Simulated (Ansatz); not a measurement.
# RPA@PBE/STO-3G run of SiH2ClO (SMILES O[SiH]Cl)

What is the vertical doublet–quartet gap of SiH2ClO at RPA@PBE/STO-3G? 

The calculation is run with Ansatz 0.2.0.

70 further runs of the same task are left out: 1 that didn't finish, 69 set aside as unsound or not needed.

**1. Starting point**

SiH2ClO: 5 atoms, total charge 0, spin state doublet. As SMILES, `O[SiH]Cl`. The coordinates come from a PBE0-D4/def2-TZVP relaxation. This is one conformer, not always the lowest.

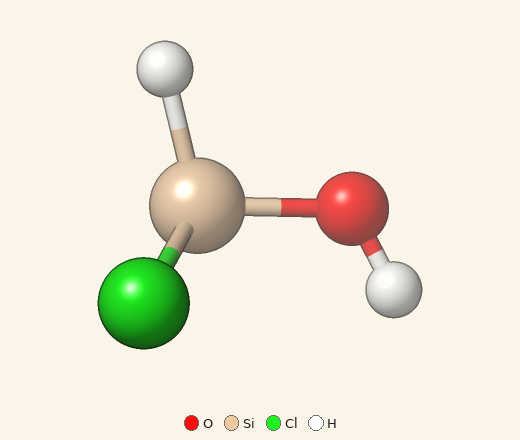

Viewed from a chosen angle; oxygen red, silicon light orange, chlorine green, hydrogen white.

**2. The energy at RPA@PBE/STO-3G**

The input, job.yaml:

```yaml
basis:
  gaussian: {orbitals: STO-3G}
crystal:
  periodic: [false, false, false]
  atoms:
    - {symbol: O, position_ang: [-0.806100, -0.432000, -0.746500]}
    - {symbol: Si, position_ang: [-0.092300, 0.479800, 0.414000]}
    - {symbol: Cl, position_ang: [1.606600, -0.440800, 1.143600]}
    - {symbol: H, position_ang: [-1.024100, -1.343200, -0.540000]}
    - {symbol: H, position_ang: [0.316000, 1.736300, -0.271100]}
correlation: {method: rpa, frozen_orbitals: {Cl: 5, H: 0, O: 1, Si: 5}}
total_charge: 0
hamiltonian: {xc: pbe}
magnetization: {spin_polarized: true, initial_magnetization: 1}
accuracy: high
```

Launch:

```console
$ ansatz run job.yaml --threads 1 --pin off --max-ram 2610MiB --events-out events.jsonl --progress --plain --runs-dir runs
```

Log:

```text
Warning: RAYON_NUM_THREADS=1 ignored (pool sized by the plan → 1); use --threads N
Functional definition: PBE
  name "PBE"
  parameter kappa = 0.804
  parameter beta = 0.06672455060314922
  exchange = pbe_x(kappa = kappa, mu = beta*pi^2/3)
  correlation = pbe_c(beta = beta)
460 factors; integrals over basis functions are off by at most 3.1e-8 eV
mean field evaluation 1: about -22209.2133 eV, gradient 1.6e1 eV
mean field evaluation 2: about -22209.1877 eV, gradient 1.6e1 eV
mean field evaluation 4: about -22210.7976 eV, gradient 7.5e0 eV
mean field evaluation 8: about -22211.2872 eV, gradient 5.0e-2 eV
mean field evaluation 16: about -22211.2873 eV, gradient 9.8e-7 eV
mean field -22211.28726693 eV, -816.2497517085 hartree, gradient 9.8e-9 eV, S^2 0.750572; 0 other end points of the search recorded, 0 dependent functions left out
11 core orbitals not correlated: weight in the atoms' cores, before any rotation towards them, 0.999 or more for the frozen orbitals, at most 0.000 for the correlated occupied ones
reference -22182.14569647 eV, -815.1788187471 hartree; 10, 9 occupied and 4, 5 virtual orbitals, 460 factors
Total energy: -22186.86276731 eV, -815.3521679030 hartree
```

It took 2.8 s on 1 thread of Arm Neoverse V2, shared host; peak memory 0.14 GiB.

**3. The quartet, same level**

The input, in.yaml:

```yaml
crystal:
  periodic: [false, false, false]
  atoms:
    - {symbol: O, position_ang: [-0.806100, -0.432000, -0.746500]}
    - {symbol: Si, position_ang: [-0.092300, 0.479800, 0.414000]}
    - {symbol: Cl, position_ang: [1.606600, -0.440800, 1.143600]}
    - {symbol: H, position_ang: [-1.024100, -1.343200, -0.540000]}
    - {symbol: H, position_ang: [0.316000, 1.736300, -0.271100]}
basis:
  gaussian: {orbitals: STO-3G}
total_charge: 0
magnetization: {spin_polarized: true, initial_magnetization: 3}
hamiltonian: {xc: {name: PBE}}
correlation: {method: rpa, frozen_orbitals: {Cl: 5, H: 0, O: 1, Si: 5}}
accuracy: high
```

Launch:

```console
$ ansatz run in.yaml --threads 1 --pin off --max-ram 2610MiB --events-out events.jsonl --progress --plain --runs-dir runs
```

Log (excerpt; [...] marks lines left out):

```text
Warning: RAYON_NUM_THREADS=1 ignored (pool sized by the plan → 1); use --threads N
[... 2 set-up lines as earlier in the session ...]
[...]
460 factors; integrals over basis functions are off by at most 3.1e-8 eV
[...]
mean field -22202.12772543 eV, -815.9131447669 hartree, gradient 3.1e-8 eV, S^2 3.750666; 10 other end points of the search recorded, 0 dependent functions left out
11 core orbitals not correlated: weight in the atoms' cores, before any rotation towards them, 0.999 or more for the frozen orbitals, at most 0.001 for the correlated occupied ones
reference -22171.86127283 eV, -814.8008731492 hartree; 11, 8 occupied and 3, 6 virtual orbitals, 460 factors
Total energy: -22177.89621948 eV, -815.0226533478 hartree
```

It took 7.5 s on 1 thread of Arm Neoverse V2, shared host; peak memory 0.14 GiB.

**4. Outcome**

Level: RPA@PBE/STO-3G, 11 core orbitals frozen.

| quantity | value |
| --- | --- |
| doublet: total energy | -815.35217 Eh |
| doublet: RPA correlation energy (valence) | -173.3 mEh |
| doublet: ⟨S²⟩ of the reference determinant | 0.751 |
| quartet: total energy | -815.02265 Eh |
| quartet: RPA correlation energy (valence) | -221.8 mEh |
| quartet: ⟨S²⟩ of the reference determinant | 3.751 |
| vertical energy of the quartet above the doublet | 8.967 eV |

In words: At this shape the quartet lies 8.97 eV (207 kcal/mol) above the doublet. In a minimal basis such a difference can be off by several eV, whatever the method.
